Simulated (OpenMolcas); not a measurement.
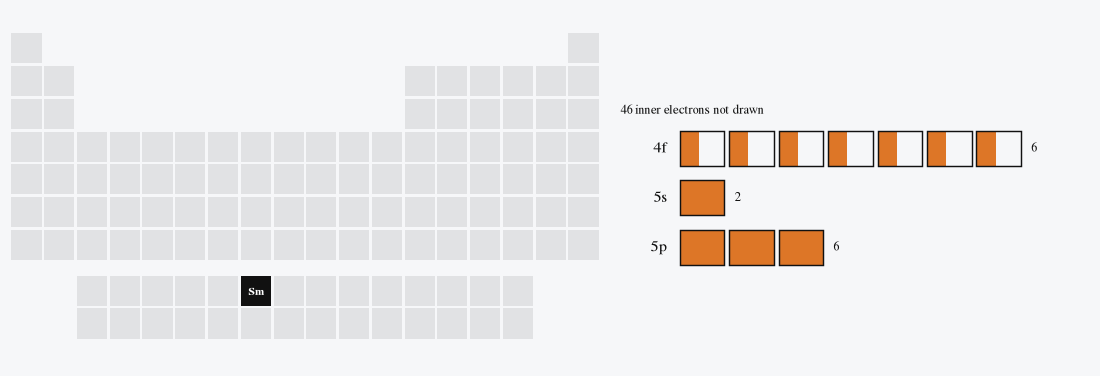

Left, the place of samarium in the periodic table; right, the outer shells of the leading configuration of the lowest level: a box for each of the 2l + 1 orbitals, shaded by the share of the shell that is filled, with the electron count at the right.

## Multiconfigurational calculation for Sm²⁺ (part 1 of 2)

Sm²⁺, among 8 point charges of −1.5 e at 3 Å, cube (Oh), whose field is part of the energies. Computed at this level: state-averaged CASSCF, active space 6 electrons in the shell 4f, basis ANO-RCC-VDZP, DKH2 scalar Hamiltonian, spin-orbit coupling by RASSI with atomic mean-field integrals (OpenMolcas).

## Summary

- outcome: converged
- energy of the lowest spin-free term: −10422.11418 hartree
- energy of the lowest spin-orbit level: −10422.12716 hartree
- largest spread among components of a term: 0.3 cm⁻¹
- hardware: 1 thread of Arm Neoverse V2, 24 GiB of memory available, shared host
- wall time: 78 s

## Remarks

Without dynamic correlation the splittings between terms come out too large, often by 20 to 50 %. Limits: high states of lower spin left out of the spin-orbit mixing; point charges have no covalency; spin-free states above about 44,000 cm⁻¹ are left out of the spin-orbit step.

## The input
```
&GATEWAY
Coord
1

Sm 0.0 0.0 0.0
Basis=ANO-RCC-VDZP
Group=XYZ
NoMove
AngMom=0.0 0.0 0.0
AMFI
XField
4 Angstrom 0
1.732051 1.732051 1.732051 -1.500000
1.732051 1.732051 -1.732051 -1.500000
1.732051 -1.732051 1.732051 -1.500000
1.732051 -1.732051 -1.732051 -1.500000
&SEWARD
&RASSCF
FileOrb=start.orb
Symmetry=1
Spin=7
nActEl=6 0 0
Inactive=15 12
Ras2=0 7
CIRoot=7 7 1
SDav=7
CIMx=300
Iter=120 100
PrWF=0.3
OrbListing=Nothing
MaxOrb=0
>>> COPY $Project.JobIph JOB001
&RASSCF
FileOrb=start.orb
Symmetry=1
Spin=5
nActEl=6 0 0
Inactive=15 12
Ras2=0 7
CIRoot=140 140 1
SDav=140
CIMx=300
Iter=120 100
PrWF=0.3
OrbListing=Nothing
MaxOrb=0
CIOnly
>>> COPY $Project.JobIph JOB002
&RASSCF
FileOrb=start.orb
Symmetry=1
Spin=3
nActEl=6 0 0
Inactive=15 12
Ras2=0 7
CIRoot=162 162 1
SDav=588
CIMx=300
Iter=120 100
PrWF=0.3
OrbListing=Nothing
MaxOrb=0
CIOnly
>>> COPY $Project.JobIph JOB003
&RASSCF
FileOrb=start.orb
Symmetry=1
Spin=1
nActEl=6 0 0
Inactive=15 12
Ras2=0 7
CIRoot=162 162 1
SDav=490
CIMx=300
Iter=120 100
PrWF=0.3
OrbListing=Nothing
MaxOrb=0
CIOnly
>>> COPY $Project.JobIph JOB004
&RASSI
NrOfJobIphs=3 7 86 75
1 2 3 4 5 6 7
1 2 3 4 5 6 7 8 9 10 11 12 13 14 15 16 17 18 19 20 21 22 23 24 25 26 27
28 29 30 31 32 33 34 35 36 37 38 39 40 41 42 43 44 45 46 47 48 49 50 51
52 53 54 55 56 57 58 59 60 61 62 63 64 65 66 67 68 69 70 71 72 73 74 75
76 77 78 79 80 81 82 83 84 85 86
1 2 3 4 5 6 7 8 9 10 11 12 13 14 15 16 17 18 19 20 21 22 23 24 25 26 27
28 29 30 31 32 33 34 35 36 37 38 39 40 41 42 43 44 45 46 47 48 49 50 51
52 53 54 55 56 57 58 59 60 61 62 63 64 65 66 67 68 69 70 71 72 73 74 75
IphNames
JOB001
JOB002
JOB003
EJob
SpinOrbit
DIPRint=1.0
SOCoupling=1000.0
Subsets=2
Property=9
'ANGMOM' 1 'ANGMOM' 2 'ANGMOM' 3 'MLTPL  1' 1 'MLTPL  1' 2 'MLTPL  1' 3
'AMFI' 1 'AMFI' 2 'AMFI' 3
SOProperty=3
'ANGMOM' 1 'ANGMOM' 2 'ANGMOM' 3
```

The file start.orb holds starting orbitals from an earlier step. A driver script formed the levels outside the program, from RASSI's spin-orbit matrix and the active-space energies, averaged over the components of each term or state.

Command:
```bash
OMP_NUM_THREADS=1 MOLCAS_MEM=2252 MOLCAS_PROJECT=a pymolcas a.inp > a.log  # once for each step of the input, in one work folder
```

## Output (extracts)
```
--- SEWARD ---
Basis set label: SM.ANO-RCC...7S6P4D2F1G.

      Electronic valence basis set:
      ------------------
      Associated Effective Charge  62.000000 au
      Associated Actual Charge     62.000000 au
      Nuclear Model: Point charge

      Shell  nPrim  nBasis  Cartesian Spherical Contaminant
         s      25       7        X
         p      22       6        X
         d      15       4                 X
         f      11       2                 X
         g       4       1                 X
                  Relativistic Douglas-Kroll-Hess integrals:
                    - DKH order of Hamiltonian: 2
                    - DKH order of Properties : 0
                  Atomic mean-field integrals
--- RASSCF ---
Wave function specifications:
      -----------------------------

      Number of closed shell electrons          54
      Number of electrons in active shells       6
      Max number of holes in RAS1 space          0
      Max nr of electrons in RAS3 space          0
      Number of inactive orbitals               27
      Number of active orbitals                  7
      Number of secondary orbitals              34
      Spin quantum number                      3.0
      State symmetry                             1
Orbital specifications:
      -----------------------

      Symmetry species                           1   2
                                                ag  au
      Frozen orbitals                            0   0
      Inactive orbitals                         15  12
      Active orbitals                            0   7
      RAS1 orbitals                              0   0
      RAS2 orbitals                              0   7
      RAS3 orbitals                              0   0
      Secondary orbitals                        21  13
      Deleted orbitals                           0   0
      Number of basis functions                 36  32
      Number of CSFs                             7
      Number of root(s) required                 7
      Iter CI   SX   CI       RASSCF       Energy    max ROT     max BLB   max BLB  Level Ln srch  Step   QN
          iter iter root      energy       change     param      element    value   shift minimum  type update
 Nr of preliminary CI iterations:   1
      Total energies have been shifted. Add               -10000.00 au
        1   1    8    0  -422.10591212    0.00E+00  -2.53E-02   12  25 2  5.61E-02*  0.52   0.00    SX    NO
        2   1    8    0  -422.11030052   -4.39E-03* -1.65E-02    7  23 2  3.87E-02*  0.42   0.00    SX    NO
        3   1    8    0  -422.11179140   -1.49E-03* -1.19E-02   14  27 1  2.61E-02*  0.50   0.00    SX    NO
        4   1    7    0  -422.11258427   -7.93E-04* -8.11E-03   14  27 1 -1.85E-02*  0.45   0.00    SX    NO
        5   1    7    0  -422.11292988   -3.46E-04* -3.31E-03   14  27 1  1.29E-02*  0.48   0.58    LS   YES
        6   1    6    0  -422.11328556   -3.56E-04*  2.38E-04   12  22 2  7.10E-04*  0.47   1.02    QN   YES
        7   1    6    0  -422.11328696   -1.41E-06*  1.25E-04   11  21 2  3.41E-04*  0.47   1.53    LS   YES
        8   1    6    0  -422.11328715   -1.91E-07* -4.53E-05   11  21 2  1.47E-04*  0.47   1.00    QN   YES
        9   1    4    0  -422.11328720   -4.90E-08* -5.32E-06   12  22 2  1.52E-05   0.47   1.10    QN   YES
       10   1    3    0  -422.11328720   -5.57E-10   9.47E-07   15  16 1 -4.20E-06   0.47   1.09    QN   YES
      Convergence after 10 iterations
       11   1    3    0  -422.11328720   -2.55E-11   9.47E-07   15  16 1 -8.90E-07   0.47   1.09    QN   YES
      Natural orbitals and occupation numbers for root  1
      sym 2:   1.000000   0.000000   1.000000   1.000000   1.000000   1.000000   1.000000
      Natural orbitals and occupation numbers for root  2
      sym 2:   1.000000   1.000000   0.000000   1.000000   1.000000   1.000000   1.000000
      Natural orbitals and occupation numbers for root  3
      sym 2:   1.000000   1.000000   1.000000   1.000000   1.000000   0.000000   1.000000
::    RASSCF root number  1 Total energy: -10422.11418413
::    RASSCF root number  2 Total energy: -10422.11333405
::    RASSCF root number  3 Total energy: -10422.11333405
::    RASSCF root number  4 Total energy: -10422.11333405
::    RASSCF root number  5 Total energy: -10422.11294139
::    RASSCF root number  6 Total energy: -10422.11294139
::    RASSCF root number  7 Total energy: -10422.11294139
--- RASSCF ---
Wave function specifications:
      -----------------------------

      Number of closed shell electrons          54
      Number of electrons in active shells       6
      Max number of holes in RAS1 space          0
      Max nr of electrons in RAS3 space          0
      Number of inactive orbitals               27
      Number of active orbitals                  7
      Number of secondary orbitals              34
      Spin quantum number                      2.0
      State symmetry                             1
Orbital specifications:
      -----------------------

      Symmetry species                           1   2
                                                ag  au
      Frozen orbitals                            0   0
      Inactive orbitals                         15  12
      Active orbitals                            0   7
      RAS1 orbitals                              0   0
      RAS2 orbitals                              0   7
      RAS3 orbitals                              0   0
      Secondary orbitals                        21  13
      Deleted orbitals                           0   0
      Number of basis functions                 36  32
      Number of CSFs                           140
      Number of root(s) required               140
      Iter CI   SX   CI       RASSCF       Energy    max ROT     max BLB   max BLB  Level Ln srch  Step   QN
          iter iter root      energy       change     param      element    value   shift minimum  type update
 Nr of preliminary CI iterations:   1
        1   1    0    0-10421.91305926    0.00E+00   0.00E+00   16  29 2 -1.76E-02*  0.00   0.00    SX    NO
      Natural orbitals and occupation numbers for root  1
      sym 2:   0.931531   0.805396   0.786013   0.783171   0.891554   0.929293   0.873042
      Natural orbitals and occupation numbers for root  2
      sym 2:   0.836898   0.805396   0.948604   0.949169   0.809196   0.801437   0.849300
      Natural orbitals and occupation numbers for root  3
      sym 2:   0.945537   0.793758   0.948038   0.820898   0.800960   0.848766   0.842042
::    RASSCF root number  1 Total energy: -10422.01474698
::    RASSCF root number  2 Total energy: -10422.01474698
::    RASSCF root number  3 Total energy: -10422.01452722
::    RASSCF root number  4 Total energy: -10422.01452722
::    RASSCF root number  5 Total energy: -10422.01452722
::    RASSCF root number  6 Total energy: -10422.00073809
::    RASSCF root number  7 Total energy: -10422.00072314
::    RASSCF root number  8 Total energy: -10422.00072314
::    RASSCF root number  9 Total energy: -10422.00072314
::    RASSCF root number 10 Total energy: -10422.00071512
::    RASSCF root number 11 Total energy: -10422.00071512
::    RASSCF root number 12 Total energy: -10422.00000641
::    RASSCF root number 13 Total energy: -10422.00000641
::    RASSCF root number 14 Total energy: -10422.00000641
::    RASSCF root number 15 Total energy: -10421.99988045
::    RASSCF root number 16 Total energy: -10421.99988045
::    RASSCF root number 17 Total energy: -10421.99988045
::    RASSCF root number 18 Total energy: -10421.99965807
::    RASSCF root number 19 Total energy: -10421.99965807
::    RASSCF root number 20 Total energy: -10421.99960985
::    RASSCF root number 21 Total energy: -10421.99960985
::    RASSCF root number 22 Total energy: -10421.99960985
::    RASSCF root number 23 Total energy: -10421.99529164
::    RASSCF root number 24 Total energy: -10421.99529164
::    RASSCF root number 25 Total energy: -10421.99529164
::    RASSCF root number 26 Total energy: -10421.99502273
::    RASSCF root number 27 Total energy: -10421.99502273
::    RASSCF root number 28 Total energy: -10421.99485622
::    RASSCF root number 29 Total energy: -10421.99485622
::    RASSCF root number 30 Total energy: -10421.99485622
--- RASSCF ---
Wave function specifications:
      -----------------------------

      Number of closed shell electrons          54
      Number of electrons in active shells       6
      Max number of holes in RAS1 space          0
      Max nr of electrons in RAS3 space          0
      Number of inactive orbitals               27
      Number of active orbitals                  7
      Number of secondary orbitals              34
      Spin quantum number                      1.0
      State symmetry                             1
Orbital specifications:
      -----------------------

      Symmetry species                           1   2
                                                ag  au
      Frozen orbitals                            0   0
      Inactive orbitals                         15  12
      Active orbitals                            0   7
      RAS1 orbitals                              0   0
      RAS2 orbitals                              0   7
      RAS3 orbitals                              0   0
      Secondary orbitals                        21  13
      Deleted orbitals                           0   0
      Number of basis functions                 36  32
      Number of CSFs                           588
      Number of root(s) required               162
      Iter CI   SX   CI       RASSCF       Energy    max ROT     max BLB   max BLB  Level Ln srch  Step   QN
          iter iter root      energy       change     param      element    value   shift minimum  type update
 Nr of preliminary CI iterations:   1
        1   1    0    0-10421.90675588    0.00E+00   0.00E+00   16  29 2 -1.88E-02*  0.00   0.00    SX    NO
      Natural orbitals and occupation numbers for root  1
      sym 2:   0.847349   0.829174   0.867460   0.857790   0.872274   0.870217   0.855736
      Natural orbitals and occupation numbers for root  2
      sym 2:   0.857792   0.828949   0.872575   0.855492   0.869502   0.867102   0.848587
      Natural orbitals and occupation numbers for root  3
      sym 2:   0.872379   0.829096   0.857505   0.847729   0.867363   0.855944   0.869985
::    RASSCF root number  1 Total energy: -10421.93115521
::    RASSCF root number  2 Total energy: -10421.93115521
::    RASSCF root number  3 Total energy: -10421.93115521
::    RASSCF root number  4 Total energy: -10421.92611846
::    RASSCF root number  5 Total energy: -10421.92611846
::    RASSCF root number  6 Total energy: -10421.92611846
::    RASSCF root number  7 Total energy: -10421.92609081
::    RASSCF root number  8 Total energy: -10421.92609081
::    RASSCF root number  9 Total energy: -10421.92606095
::    RASSCF root number 10 Total energy: -10421.92606095
::    RASSCF root number 11 Total energy: -10421.92606095
::    RASSCF root number 12 Total energy: -10421.92605126
::    RASSCF root number 13 Total energy: -10421.92605126
::    RASSCF root number 14 Total energy: -10421.92605126
::    RASSCF root number 15 Total energy: -10421.92603150
::    RASSCF root number 16 Total energy: -10421.92589073
::    RASSCF root number 17 Total energy: -10421.92589073
::    RASSCF root number 18 Total energy: -10421.92589073
::    RASSCF root number 19 Total energy: -10421.92587946
::    RASSCF root number 20 Total energy: -10421.92587946
::    RASSCF root number 21 Total energy: -10421.92567970
::    RASSCF root number 22 Total energy: -10421.92567970
::    RASSCF root number 23 Total energy: -10421.92567970
::    RASSCF root number 24 Total energy: -10421.92567476
::    RASSCF root number 25 Total energy: -10421.92567476
::    RASSCF root number 26 Total energy: -10421.92567476
::    RASSCF root number 27 Total energy: -10421.92237415
::    RASSCF root number 28 Total energy: -10421.92237415
::    RASSCF root number 29 Total energy: -10421.92237415
::    RASSCF root number 30 Total energy: -10421.92233920
--- RASSCF ---
Wave function specifications:
      -----------------------------

      Number of closed shell electrons          54
      Number of electrons in active shells       6
      Max number of holes in RAS1 space          0
      Max nr of electrons in RAS3 space          0
      Number of inactive orbitals               27
      Number of active orbitals                  7
      Number of secondary orbitals              34
      Spin quantum number                      0.0
      State symmetry                             1
Orbital specifications:
      -----------------------

      Symmetry species                           1   2
                                                ag  au
      Frozen orbitals                            0   0
      Inactive orbitals                         15  12
      Active orbitals                            0   7
      RAS1 orbitals                              0   0
      RAS2 orbitals                              0   7
      RAS3 orbitals                              0   0
      Secondary orbitals                        21  13
      Deleted orbitals                           0   0
      Number of basis functions                 36  32
      Number of CSFs                           490
      Number of root(s) required               162
      Iter CI   SX   CI       RASSCF       Energy    max ROT     max BLB   max BLB  Level Ln srch  Step   QN
          iter iter root      energy       change     param      element    value   shift minimum  type update
 Nr of preliminary CI iterations:   1
        1   1    0    0-10421.85959952    0.00E+00   0.00E+00   16  29 2 -2.30E-02*  0.00   0.00    SX    NO
      Natural orbitals and occupation numbers for root  1
      sym 2:   0.869286   0.831949   0.853398   0.853398   0.869286   0.869286   0.853398
      Natural orbitals and occupation numbers for root  2
      sym 2:   0.886476   0.439177   0.967132   0.886476   0.967132   0.967132   0.886476
      Natural orbitals and occupation numbers for root  3
      sym 2:   1.003393   0.361720   0.891903   0.787865   0.958774   1.013992   0.982353
::    RASSCF root number  1 Total energy: -10421.89341609
::    RASSCF root number  2 Total energy: -10421.88965362
::    RASSCF root number  3 Total energy: -10421.88964580
::    RASSCF root number  4 Total energy: -10421.88964580
::    RASSCF root number  5 Total energy: -10421.88964580
::    RASSCF root number  6 Total energy: -10421.88963761
::    RASSCF root number  7 Total energy: -10421.88963761
::    RASSCF root number  8 Total energy: -10421.88963761
::    RASSCF root number  9 Total energy: -10421.88962898
::    RASSCF root number 10 Total energy: -10421.88925223
::    RASSCF root number 11 Total energy: -10421.88925223
::    RASSCF root number 12 Total energy: -10421.88925223
::    RASSCF root number 13 Total energy: -10421.88922727
::    RASSCF root number 14 Total energy: -10421.88922727
::    RASSCF root number 15 Total energy: -10421.88915567
::    RASSCF root number 16 Total energy: -10421.88915567
::    RASSCF root number 17 Total energy: -10421.88915567
::    RASSCF root number 18 Total energy: -10421.88906267
::    RASSCF root number 19 Total energy: -10421.88906267
::    RASSCF root number 20 Total energy: -10421.88906267
::    RASSCF root number 21 Total energy: -10421.88892109
::    RASSCF root number 22 Total energy: -10421.88892109
::    RASSCF root number 23 Total energy: -10421.88891159
::    RASSCF root number 24 Total energy: -10421.88891159
::    RASSCF root number 25 Total energy: -10421.88891159
::    RASSCF root number 26 Total energy: -10421.88889673
::    RASSCF root number 27 Total energy: -10421.88418382
::    RASSCF root number 28 Total energy: -10421.88418382
::    RASSCF root number 29 Total energy: -10421.88417968
::    RASSCF root number 30 Total energy: -10421.88417968
```

(Continued in part 2.)
